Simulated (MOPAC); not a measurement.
## Geometry relaxation of WN2H2Cl2 (part 1 of 2)

The run: geometry relaxation of WN2H2Cl2. Method and program: PM6-D3H4, closed shell, dispersion D3H4 (MOPAC 23.2.5).

The atoms were displaced at random from an optimised geometry.

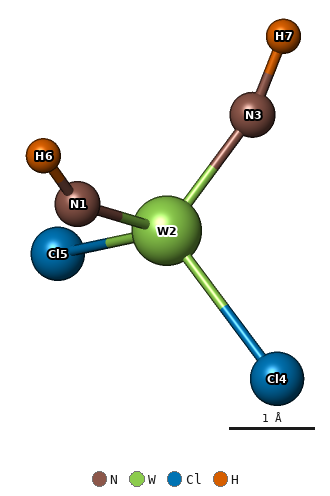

The input geometry (ball-and-stick view, seen at a tilt; atoms are numbered from 1 in the order of the input). Sticks mark near contacts. Bond lengths as drawn: Cl–W 2.27 to 2.29 Å, H–N 1.01 to 1.02 Å and N–W 1.73 Å.

Input (mol.mop)
```
PRECISE GRADIENTS GNORM=0.05 SINGLET CYCLES=300 DISP PM6-D3H4 AUX(PRECISION=9) THREADS=1
Cl2H2N2W
[NH]=[W](=[NH])([Cl])[Cl]
N     -0.874119    -1.170277    -0.401427
W      0.469514    -0.121201    -0.082832
N     -0.102921     1.379347     0.570033
Cl     1.764999    -1.135609     1.475925
Cl     1.479840     0.352849    -2.085036
H     -1.861230    -1.410734    -0.451369
H     -0.793508     2.047191     0.896898
```

Hardware: 1 thread of Arm Neoverse V1, 24 GiB of memory available, shared host.

Launch command:
```bash
mopac mol.mop
```

What the program printed
```
MOPAC v23.2.5
PM6-D3H4 CALCULATION RESULTS

 *  PM6-D3H4   - CORRECT DISPERSION AND HYDROGEN BOND TERMS USING THE D3H4 METHOD
 *  SINGLET    - SPIN STATE DEFINED AS A SINGLET
 *  PRECISE    - TIGHTER CRITERIA TO BE USED
 *  THREADS=1  - MULTI-THREADING NOT USED
 *  CYCLES=    - DO A MAXIMUM OF 300 STEPS
 *  GNORM      - EXIT WHEN GRADIENT NORM DROPS BELOW 0.050
 *  AUX        - OUTPUT AUXILIARY INFORMATION
 *  GRADIENTS  - ALL GRADIENTS TO BE PRINTED
 *  DISP       - PRINT DISPERSION AND HYDROGEN BOND ENERGIES
PRECISE GRADIENTS GNORM=0.05 SINGLET CYCLES=300 DISP PM6-D3H4 AUX(PRECISION=9) THREADS=1
 Cl2H2N2W
 [NH]=[W](=[NH])([Cl])[Cl]
   ATOM   CHEMICAL          X               Y               Z
  NUMBER   SYMBOL      (ANGSTROMS)     (ANGSTROMS)     (ANGSTROMS)

     1       N         -0.87411900  *  -1.17027700  *  -0.40142700  *
     2       W          0.46951400  *  -0.12120100  *  -0.08283200  *
     3       N         -0.10292100  *   1.37934700  *   0.57003300  *
     4      Cl          1.76499900  *  -1.13560900  *   1.47592500  *
     5      Cl          1.47984000  *   0.35284900  *  -2.08503600  *
     6       H         -1.86123000  *  -1.41073400  *  -0.45136900  *
     7       H         -0.79350800  *   2.04719100  *   0.89689800  *

          CARTESIAN COORDINATES

    NO.       ATOM           X           Y           Z

     1         N         -0.8741     -1.1703     -0.4014
     2         W          0.4695     -0.1212     -0.0828
     3         N         -0.1029      1.3793      0.5700
     4        Cl          1.7650     -1.1356      1.4759
     5        Cl          1.4798      0.3528     -2.0850
     6         H         -1.8612     -1.4107     -0.4514
     7         H         -0.7935      2.0472      0.8969

           Empirical Formula: H2 N2 W Cl2  =     7 atoms

      MOLECULAR POINT GROUP   :   C2v

 SINGLET STATE CALCULATION

      RHF CALCULATION, NO. OF DOUBLY OCCUPIED LEVELS = 16

          Geometry optimization using EF

          DIAGONAL MATRIX USED AS START HESSIAN
```

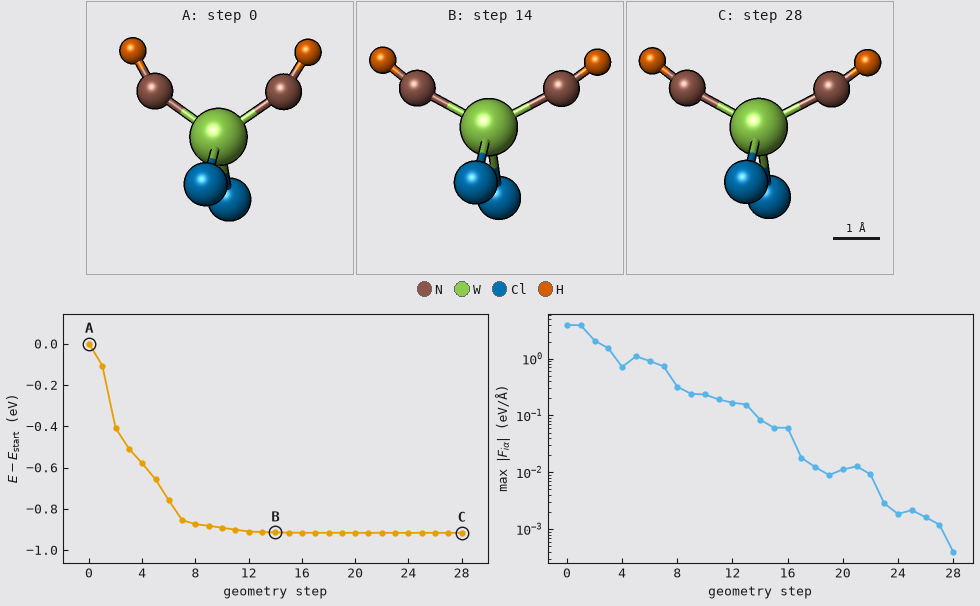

Frames of the relaxation (ball-and-stick view, seen on its broad side) above the curves, on which the letters mark them (steps are counted from 0).

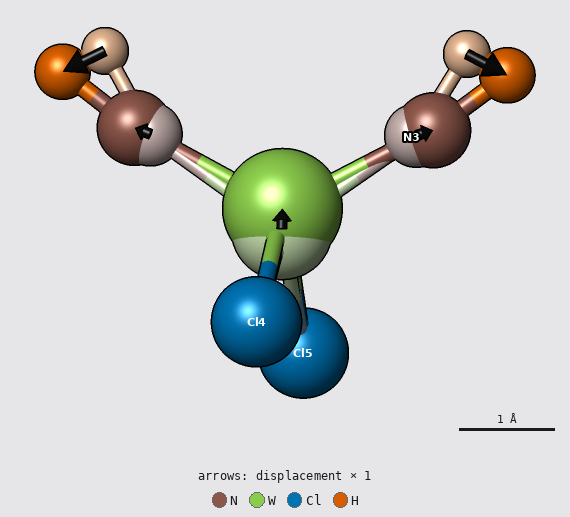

Start (faint) and end (solid) with the displacements as black arrows, at true length (ball-and-stick view, seen on its broad side). The two geometries are laid on each other by the best rigid fit. The energy falls by 0.917 eV in 28 geometry steps. Largest force component: 3.9 eV/Å at the start, 0.0004 eV/Å at the end. The largest move after the best rigid fit is that of H6, 0.50 Å. By element the largest moves are H 0.50 Å, W 0.22 Å, N 0.19 Å, Cl 0.06 Å. Among the contacts that change: W2–Cl4 2.267 → 2.353 Å, N1–W2 1.734 → 1.801 Å, W2–Cl5 2.292 → 2.353 Å, N1–H6 1.017 → 0.979 Å. Among the angles that change: W2–N1–H6 154.7° → 170.8°, N1–W2–N3 109.7° → 124.3°, W2–N3–H7 156.3° → 170.8°. (Atoms are counted from 1 in the order of the input.)

```
 CYCLE:     1 TIME:   0.016 TIME LEFT:  2.00D  GRAD.:   162.553 HEAT: -8.266217
 CYCLE:     2 TIME:   0.008 TIME LEFT:  2.00D  GRAD.:   185.958 HEAT: -10.70236
 CYCLE:     3 TIME:   0.008 TIME LEFT:  2.00D  GRAD.:   100.899 HEAT: -17.70017
 CYCLE:     4 TIME:   0.008 TIME LEFT:  2.00D  GRAD.:    56.207 HEAT: -19.99743
 CYCLE:     5 TIME:   0.008 TIME LEFT:  2.00D  GRAD.:    29.368 HEAT: -21.63886
 CYCLE:     6 TIME:   0.008 TIME LEFT:  2.00D  GRAD.:    33.890 HEAT: -23.42623
 CYCLE:     7 TIME:   0.008 TIME LEFT:  2.00D  GRAD.:    30.376 HEAT: -25.77975
 CYCLE:     8 TIME:   0.000 TIME LEFT:  2.00D  GRAD.:    32.102 HEAT: -27.99351
 CYCLE:     9 TIME:   0.008 TIME LEFT:  2.00D  GRAD.:    11.893 HEAT: -28.42564
 CYCLE:    10 TIME:   0.008 TIME LEFT:  2.00D  GRAD.:    10.140 HEAT: -28.62004
 CYCLE:    11 TIME:   0.000 TIME LEFT:  2.00D  GRAD.:    10.104 HEAT: -28.83337
 CYCLE:    12 TIME:   0.008 TIME LEFT:  2.00D  GRAD.:     8.930 HEAT: -29.05391
 CYCLE:    13 TIME:   0.008 TIME LEFT:  2.00D  GRAD.:     6.336 HEAT: -29.25792
 CYCLE:    14 TIME:   0.000 TIME LEFT:  2.00D  GRAD.:     4.774 HEAT: -29.31459
 CYCLE:    15 TIME:   0.008 TIME LEFT:  2.00D  GRAD.:     3.377 HEAT: -29.36179
 CYCLE:    16 TIME:   0.008 TIME LEFT:  2.00D  GRAD.:     2.993 HEAT: -29.37501
 CYCLE:    17 TIME:   0.000 TIME LEFT:  2.00D  GRAD.:     2.444 HEAT: -29.39475
 CYCLE:    18 TIME:   0.008 TIME LEFT:  2.00D  GRAD.:     0.905 HEAT: -29.40003
 CYCLE:    19 TIME:   0.008 TIME LEFT:  2.00D  GRAD.:     0.570 HEAT: -29.40110
 CYCLE:    20 TIME:   0.008 TIME LEFT:  2.00D  GRAD.:     0.378 HEAT: -29.40179
 CYCLE:    21 TIME:   0.000 TIME LEFT:  2.00D  GRAD.:     0.367 HEAT: -29.40220
 CYCLE:    22 TIME:   0.008 TIME LEFT:  2.00D  GRAD.:     0.369 HEAT: -29.40247
 CYCLE:    23 TIME:   0.008 TIME LEFT:  2.00D  GRAD.:     0.293 HEAT: -29.40268
 CYCLE:    24 TIME:   0.000 TIME LEFT:  2.00D  GRAD.:     0.144 HEAT: -29.40282
 CYCLE:    25 TIME:   0.008 TIME LEFT:  2.00D  GRAD.:     0.095 HEAT: -29.40285
 CYCLE:    26 TIME:   0.008 TIME LEFT:  2.00D  GRAD.:     0.091 HEAT: -29.40288
 CYCLE:    27 TIME:   0.000 TIME LEFT:  2.00D  GRAD.:     0.076 HEAT: -29.40288
 CYCLE:    28 TIME:   0.008 TIME LEFT:  2.00D  GRAD.:     0.050 HEAT: -29.40290
 CYCLE:    29 TIME:   0.000 TIME LEFT:  2.00D  GRAD.:     0.023 HEAT: -29.40291

     GRADIENT =  0.02294 IS LESS THAN CUTOFF =  0.05000

 -------------------------------------------------------------------------------
 PRECISE GRADIENTS GNORM=0.05 SINGLET CYCLES=300 DISP PM6-D3H4 AUX(PRECISION=9) THREADS=1
 Cl2H2N2W
 [NH]=[W](=[NH])([Cl])[Cl]

     GEOMETRY OPTIMISED USING EIGENVECTOR FOLLOWING (EF).
     SCF FIELD WAS ACHIEVED

                              PM6-D3H4 CALCULATION

          FINAL HEAT OF FORMATION =        -29.40291 KCAL/MOL =    -123.02177 KJ/MOL

          TOTAL ENERGY            =     -24596.71980 KCAL/MOL = ELECTRONIC ENERGY + CORE-CORE REPULSION
          ENERGY OF ATOMS         =      24567.94670 KCAL/MOL
                              SUM =        -28.77310 KCAL/MOL
          DISPERSION ENERGY       =         -0.62981 KCAL/MOL
                              SUM =        -29.40291 KCAL/MOL = FINAL HEAT OF FORMATION

          TOTAL ENERGY            =      -1066.61472 EV
          ELECTRONIC ENERGY       =      -2973.82798 EV
          CORE-CORE REPULSION     =       1907.21326 EV
          COSMO AREA              =        142.03 SQUARE ANGSTROMS
          COSMO VOLUME            =        133.62 CUBIC ANGSTROMS

          GRADIENT NORM           =          0.02294          =       0.00867 PER ATOM
          IONIZATION POTENTIAL    =          8.589464 EV
          HOMO LUMO ENERGIES (EV) =         -8.589  0.564
          NO. OF FILLED LEVELS    =         16
          MOLECULAR WEIGHT        =        284.7852         POINT GROUP:  C2v

          MOLECULAR DIMENSIONS (Angstroms)

            Atom       Atom       Distance
            H     7    H     6     4.74562
           Cl     4   Cl     5     3.82574
            H     6   Cl     5     2.80215

          SCF CALCULATIONS        =         31

          WALL-CLOCK TIME         =      0.180 SECONDS
          COMPUTATION TIME        =      0.180 SECONDS

       FINAL  POINT  AND  DERIVATIVES

   PARAMETER     ATOM    TYPE            VALUE        GRADIENT
      1          1  N    CARTESIAN X    -0.887445     -0.001229  KCAL/ANGSTROM
      2          1  N    CARTESIAN Y    -1.327096     -0.000706  KCAL/ANGSTROM
      3          1  N    CARTESIAN Z    -0.481752     -0.006498  KCAL/ANGSTROM
      4          2  W    CARTESIAN X     0.358040      0.009201  KCAL/ANGSTROM
      5          2  W    CARTESIAN Y    -0.093250     -0.004207  KCAL/ANGSTROM
      6          2  W    CARTESIAN Z    -0.069539     -0.001281  KCAL/ANGSTROM
      7          3  N    CARTESIAN X    -0.009309     -0.008731  KCAL/ANGSTROM
      8          3  N    CARTESIAN Y     1.523185      0.003721  KCAL/ANGSTROM
      9          3  N    CARTESIAN Z     0.634507      0.001959  KCAL/ANGSTROM
     10          4 Cl    CARTESIAN X     1.816023      0.007401  KCAL/ANGSTROM
     11          4 Cl    CARTESIAN Y    -1.138512      0.002434  KCAL/ANGSTROM
     12          4 Cl    CARTESIAN Z     1.453265      0.009102  KCAL/ANGSTROM
     13          5 Cl    CARTESIAN X     1.526504     -0.006535  KCAL/ANGSTROM
     14          5 Cl    CARTESIAN Y     0.329256      0.000182  KCAL/ANGSTROM
     15          5 Cl    CARTESIAN Z    -2.067832      0.001114  KCAL/ANGSTROM
     16          6  H    CARTESIAN X    -1.668292     -0.005572  KCAL/ANGSTROM
     17          6  H    CARTESIAN Y    -1.891496      0.002805  KCAL/ANGSTROM
     18          6  H    CARTESIAN Z    -0.652995     -0.001834  KCAL/ANGSTROM
     19          7  H    CARTESIAN X    -0.359566      0.005465  KCAL/ANGSTROM
     20          7  H    CARTESIAN Y     2.355988     -0.004230  KCAL/ANGSTROM
     21          7  H    CARTESIAN Z     1.010439     -0.002562  KCAL/ANGSTROM

   ATOM   CHEMICAL          X               Y               Z
  NUMBER   SYMBOL      (ANGSTROMS)     (ANGSTROMS)     (ANGSTROMS)

     1       N         -0.88744489  *  -1.32709631  *  -0.48175164  *
     2       W          0.35804040  *  -0.09325012  *  -0.06953889  *
     3       N         -0.00930922  *   1.52318522  *   0.63450706  *
     4      Cl          1.81602319  *  -1.13851185  *   1.45326471  *
     5      Cl          1.52650405  *   0.32925578  *  -2.06783215  *
     6       H         -1.66829233  *  -1.89149625  *  -0.65299497  *
     7       H         -0.35956552  *   2.35598793  *   1.01043874  *

                             CARTESIAN COORDINATES

   1    N       -0.887444892    -1.327096307    -0.481751641
   2    W        0.358040397    -0.093250118    -0.069538887
   3    N       -0.009309219     1.523185221     0.634507057
   4   Cl        1.816023188    -1.138511847     1.453264711
   5   Cl        1.526504051     0.329255781    -2.067832145
   6    H       -1.668292330    -1.891496253    -0.652994965
   7    H       -0.359565524     2.355987935     1.010438741

           Empirical Formula: H2 N2 W Cl2  =     7 atoms

      MOLECULAR POINT GROUP   :   C2v

                  EIGENVALUES
 -28.03387 -26.63318 -24.62461 -24.38016 -18.18138 -13.57876 -13.13410 -12.64938
 -12.38642 -12.01633 -11.36149 -10.64355 -10.46473  -9.24271  -9.04148  -8.58946
   0.56446   1.34125   1.35796   1.96718   2.75191   3.53640   3.74991   4.64792
   4.94057   7.43083   9.21230  88.81513  88.88890  89.10359  89.26140  89.26604
  89.29675  89.46603  89.68220  89.69239  89.83582

              NET ATOMIC CHARGES AND DIPOLE CONTRIBUTIONS

  ATOM NO.   TYPE          CHARGE      No. of ELECS.   s-Pop       p-Pop       d-Pop
    1          N          -0.132031        5.1320     1.48879     3.64324
    2          W           0.083860        5.9161     0.93556     1.49214     3.48844
    3          N          -0.132007        5.1320     1.48878     3.64323
    4         Cl          -0.089782        7.0898     1.99080     5.09690     0.00209
    5         Cl          -0.089737        7.0897     1.99079     5.09685     0.00209
    6          H           0.179851        0.8201     0.82015
    7          H           0.179847        0.8202     0.82015
 DIPOLE           X         Y         Z       TOTAL
 POINT-CHG.    -2.480     0.589     0.449     2.588
 HYBRID         0.678    -0.161    -0.122     0.707
 SUM           -1.802     0.428     0.326     1.881

          ATOMIC ORBITAL ELECTRON POPULATIONS

     Atom    s        px        py        pz      x^2-y^2     xz        z^2       yz        xy
    1  N   1.48879   1.17064   1.20086   1.27174
    2  W   0.93556   0.44813   0.48456   0.55946   0.74558   0.70707   0.60477   0.69572   0.73530
    3  N   1.48878   1.27023   1.12416   1.24884
    4 Cl   1.99080   1.64462   1.81288   1.63940   0.00022   0.00076   0.00019   0.00044   0.00048
    5 Cl   1.99079   1.70740   1.88829   1.50116   0.00011   0.00081   0.00061   0.00033   0.00022
    6  H   0.82015
    7  H   0.82015

 *                    *
 * JOB ENDED NORMALLY *
 *                    *

 TOTAL JOB TIME:             0.18 SECONDS

 == MOPAC DONE ==
```

Trajectory as extended XYZ (Å, eV, eV/Å), 29 frames, from step=0 to step=28
```
7
Properties=species:S:1:pos:R:3:forces:R:3 step=0 energy=-0.35846
N    -0.8741   -1.1703   -0.4014   -3.5284  -2.7374  -0.9634
W     0.4695   -0.1212   -0.0828    1.1809  -0.1540  -0.4179
N    -0.1029    1.3793    0.5700   -1.3790   3.9448   1.7155
Cl    1.7650   -1.1356    1.4759    1.0467  -0.7291   1.0682
Cl    1.4798    0.3528   -2.0850    0.6952   0.2124  -1.1235
H    -1.8612   -1.4107   -0.4514    0.9576  -0.4910  -0.1903
H    -0.7935    2.0472    0.8969    1.0270  -0.0458  -0.0886
7
Properties=species:S:1:pos:R:3:forces:R:3 step=1 energy=-0.46410
N    -0.9400   -1.2486   -0.4395    2.7904   1.1160   0.1750
W     0.4822   -0.1235   -0.0933   -3.1609   1.6170   0.9695
N    -0.1286    1.4953    0.6521    3.1796  -3.8701  -1.9244
Cl    1.7816   -1.1553    1.5268    0.3442  -0.1840   0.1856
Cl    1.4860    0.3566   -2.1381    0.2493   0.0086  -0.1966
H    -1.8450   -1.4245   -0.4577   -1.6061  -0.9979  -0.2702
H    -0.7754    2.0464    0.8935   -1.7965   2.3104   1.0611
7
Properties=species:S:1:pos:R:3:forces:R:3 step=2 energy=-0.76755
N    -0.9257   -1.2661   -0.4735    2.0903   1.2231   0.4783
W     0.4589   -0.0987   -0.0606   -1.3080  -1.7587  -1.3002
N    -0.0950    1.4489    0.6075   -0.9813   1.3989   0.8019
Cl    1.8000   -1.1811    1.5622   -0.0421   0.1149  -0.1645
Cl    1.4955    0.3622   -2.2058   -0.1911  -0.1034   0.6828
H    -1.8583   -1.4593   -0.4838   -0.6994  -0.7212  -0.2548
H    -0.7908    2.1036    0.9621    1.1316  -0.1537  -0.2435
7
Properties=species:S:1:pos:R:3:forces:R:3 step=3 energy=-0.86717
N    -0.8886   -1.2325   -0.4531   -1.5237  -0.7155  -0.1882
W     0.4452   -0.1141   -0.0796    0.2474   0.9680   0.1967
N    -0.0933    1.4663    0.6250   -0.2200   0.1110   0.0940
Cl    1.8059   -1.1759    1.5637   -0.0952   0.1026  -0.2299
Cl    1.4968    0.3616   -2.1866   -0.1093  -0.0868   0.4179
H    -1.8715   -1.4761   -0.4907    0.9229  -0.4325  -0.2159
H    -0.7794    2.1116    0.9624    0.7779   0.0532  -0.0745
7
Properties=species:S:1:pos:R:3:forces:R:3 step=4 energy=-0.93835
N    -0.9020   -1.2477   -0.4479   -0.3180  -0.0533  -0.1084
W     0.4467   -0.1033   -0.0853   -0.7136   0.0977   0.3145
N    -0.0952    1.4682    0.6248   -0.0693   0.0904   0.0194
Cl    1.8087   -1.1728    1.5369   -0.0036   0.0639  -0.1277
Cl    1.4953    0.3453   -2.1453    0.1062   0.0238  -0.0028
H    -1.8597   -1.5000   -0.5120    0.4371  -0.4896  -0.1510
H    -0.7626    2.1174    0.9554    0.5610   0.2671   0.0560
```
